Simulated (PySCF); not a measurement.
Species, as SMILES: [AlH] (AlH) (closed-shell singlet).
Geometry (B3LYP-D3(BJ)/def2-TZVP, fixed):
```
Al
H 1 1.6619
```

Basis-set convergence of the mean static polarisability at HF with PySCF. All functions are spherical. Density fitting with generated auxiliary sets. No added dispersion term, no relativity. Reference: the value in aug-cc-pV(5+d)Z, 48.84 bohr³. Deviations are taken from unrounded values.

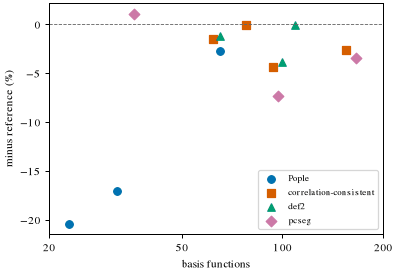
Figure: Deviation from the reference against the number of basis functions, by family of sets.

```tsv
basis	functions	mean static polarisability (bohr³)	minus reference (%)
6-31G**	23	38.88	-20.4
6-311G**	32	40.48	-17.1
aug-pcseg-1	36	49.36	1.1
jun-cc-pV(T+d)Z	62	48.08	-1.5
6-311++G(3df,3pd)	65	47.50	-2.7
def2-TZVPPD	65	48.25	-1.2
aug-cc-pV(T+d)Z	78	48.80	-0.1
cc-pV(Q+d)Z	94	46.73	-4.3
pcseg-3	97	45.25	-7.3
def2-QZVPP	100	46.96	-3.8
def2-QZVPPD	109	48.78	-0.1
cc-pV(5+d)Z	155	47.55	-2.6
pcseg-4	166	47.13	-3.5
```
